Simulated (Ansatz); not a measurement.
# Calculations on TaH₃O₂Cl₄

### Relaxation

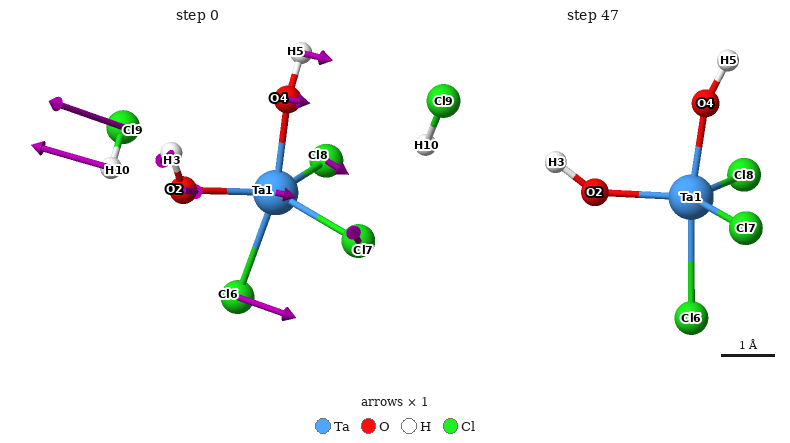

The structure of TaH3O2Cl4 before (left) and after (right) a relaxation, at one scale. The purple arrows give the displacements, at their true length.

A ball-and-stick model, seen at a tilt.

The run prepares an end point of a later path (reaction) calculation, from a guessed geometry.

Theory: Ansatz, RHF/def2-SVP.

Input file:
```yaml
crystal:
  periodic: [false, false, false]
  atoms:
    - { symbol: Ta, position_ang: [-0.10467, 0.098156, -0.004767] }
    - { symbol: O, position_ang: [1.858213, 0.148541, -0.157558] }
    - { symbol: H, position_ang: [2.401573, 0.110139, 0.618584] }
    - { symbol: O, position_ang: [0.122765, -0.441962, 1.774509] }
    - { symbol: H, position_ang: [-0.102234, -1.005926, 2.497624] }
    - { symbol: Cl, position_ang: [-0.13316, 0.234515, -2.357352] }
    - { symbol: Cl, position_ang: [-0.954007, 2.184926, 0.431244] }
    - { symbol: Cl, position_ang: [-1.840333, -1.479891, -0.146264] }
    - { symbol: Cl, position_ang: [1.744028, -2.961544, -0.8493] }
    - { symbol: H, position_ang: [2.347025, -1.805655, -1.073119] }
basis:
  gaussian: { orbitals: def2-SVP }
hamiltonian:
  xc: hf
relax:
  f_tol: 0.03
  max_steps: 50
```

Launched with:
```bash
ansatz run input.yaml --threads 4 --pin off --max-ram 5120MiB --backend cpu --events-out ev --progress --plain --runs-dir out
```

### What changed between the two?

The largest move after the best rigid fit is that of Cl9, 2.11 Å. By element the largest moves are Cl 2.11 Å, H 1.67 Å, O 0.90 Å, Ta 0.40 Å. Among the contacts that change: Ta1–O2 1.969 → 1.841 Å, Ta1–Cl7 2.295 → 2.349 Å, Cl9–H10 1.323 → 1.275 Å, Ta1–Cl6 2.357 → 2.380 Å. Bond angles that change, for instance: Ta1–O2–H3 120.4° → 145.1°, O2–Ta1–Cl8 138.5° → 116.0°, Cl7–Ta1–Cl8 110.4° → 127.9°. The energy falls by 23.8 kJ/mol in 42 accepted moves (47 points after the start). The largest force component goes from 1.5 to 0.022 eV/Å. The line search rejected the trial steps at points 9, 12, 18, 21, 33 of the run. The forces were under the threshold at step 40, but the run went on from there.

Limits of the set-up: the start holds two separate molecules, 2.2 Å apart at their closest, whose relative position is a soft coordinate and is computed without a dispersion correction; Hartree-Fock leaves out electron correlation.

### Relaxation

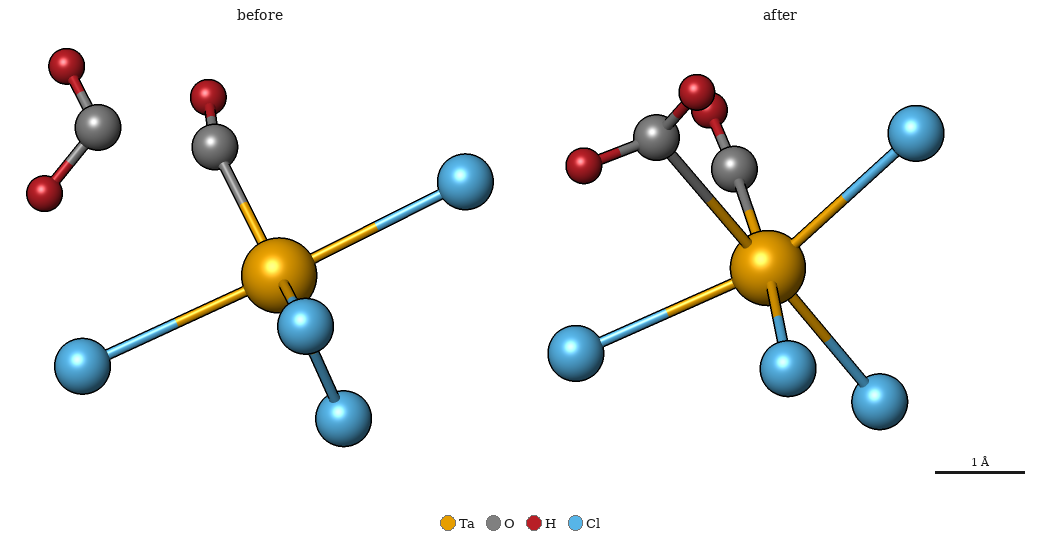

The structure of TaH$_{3}$O$_{2}$Cl$_{4}$ before (left) and after (right) a relaxation, at one scale.

A ball-and-stick model, seen from a free direction.

The run prepares an end point of a later path (reaction) calculation, from a guessed geometry.

Method: Ansatz 0.2.0, RHF/def2-SVP.

The input:
```yaml
crystal:
  periodic: [false, false, false]
  atoms:
    - { symbol: Ta, position_ang: [-0.470306, -0.492735, -0.206832] }
    - { symbol: O, position_ang: [2.706785, -0.035833, -0.17322] }
    - { symbol: H, position_ang: [2.991144, -0.106083, 0.724062] }
    - { symbol: O, position_ang: [0.242697, -0.514843, 1.496575] }
    - { symbol: H, position_ang: [0.150344, -0.57501, 2.435485] }
    - { symbol: Cl, position_ang: [0.20631, 0.374899, -2.244682] }
    - { symbol: Cl, position_ang: [-1.559886, 1.539388, 0.273963] }
    - { symbol: Cl, position_ang: [-2.457932, -1.626502, -0.330351] }
    - { symbol: Cl, position_ang: [0.764215, -2.545696, -0.715229] }
    - { symbol: H, position_ang: [2.765828, -0.936284, -0.526171] }
basis:
  gaussian: { orbitals: def2-SVP }
hamiltonian:
  xc: hf
relax:
  f_tol: 0.03
  max_steps: 50
```

Run as
```bash
ansatz run input.yaml --threads 4 --pin off --max-ram 5120MiB --backend cpu --events-out ev --progress --plain --runs-dir out
```

Question: Summarise the run.

Answer: The atom that moves furthest after the best rigid fit is H10 (1.90 Å). By element the largest moves are H 1.90 Å, Cl 1.22 Å, O 0.69 Å, Ta 0.36 Å. Some distances before and after: Ta1–O2 3.210 → 2.322 Å, Ta1–H3 3.605 → 2.887 Å, Ta1–H10 3.282 → 2.887 Å, Ta1–Cl6 2.316 → 2.394 Å. New bonds form, among them: Ta1–O2 (3.21 → 2.32 Å). Bond angles that change, for instance: O4–Ta1–Cl6 134.7° → 168.5°, Cl7–Ta1–Cl9 177.2° → 157.3°, Cl6–Ta1–Cl8 113.0° → 94.9°. The energy falls by 76.0 kJ/mol in 26 accepted moves (32 points after the start). Largest force component: 1.1 eV/Å at the start, 0.022 eV/Å at the end. The line search rejected the trial steps at points 9, 11, 19, 22, 27, 30 of the run. The forces were under the threshold at step 29, but the run went on from there.

Limits of the set-up: the start holds two separate molecules, 2.6 Å apart at their closest, whose relative position is a soft coordinate and is computed without a dispersion correction; Hartree-Fock leaves out electron correlation.

### Path

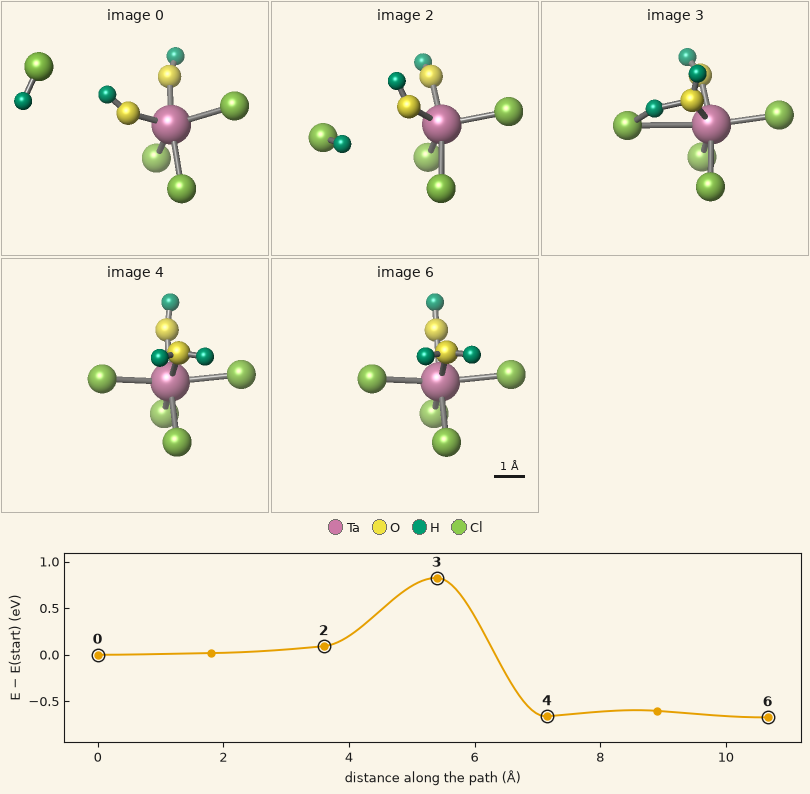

A search for the minimum-energy path of TaH3O2Cl4, made up at the start of TaH2O2Cl3 and HCl by the nudged elastic band. Images are numbered from 0 (start) to 6 (end). A ball-and-stick model, seen at a tilt.

Method: Ansatz 0.2.0, RHF/def2-SVP. Set-up: 5 movable images; climbing image; force threshold 0.05 eV/Å; iteration limit 60; starting path through a guess of the saddle point.

Read off the barrier and say what moves.

Answer. The path has more than one stage, and so few images may leave a stage unresolved. Breaking: Cl–H (1.27 → 3.88 Å). Forming: H–O (3.60 → 0.95 Å), Cl–Ta (5.09 → 2.38 Å). Forward barrier 0.83 eV, backward barrier 1.50 eV, with image 3 at the top; the reaction energy is −0.67 eV. The profile has 2 maxima (images 3, 5) with a dip at image 4 (−0.66 eV), so the process runs in steps. The band converged in 38 iterations. The largest component of the band force went from 190 to 0.041 eV/Å. The climbing image converged on the top of the path. Its vibrational analysis gives one imaginary mode (1312i cm⁻¹), as a transition state must have.

Limits of the set-up: the start holds two separate molecules, 2.5 Å apart at their closest, whose relative position is a soft coordinate and is computed without a dispersion correction; Hartree-Fock leaves out electron correlation.

Cost: 6.7 min on 4 threads of Arm Neoverse V2, on a shared host, peak memory 0.48 GiB.
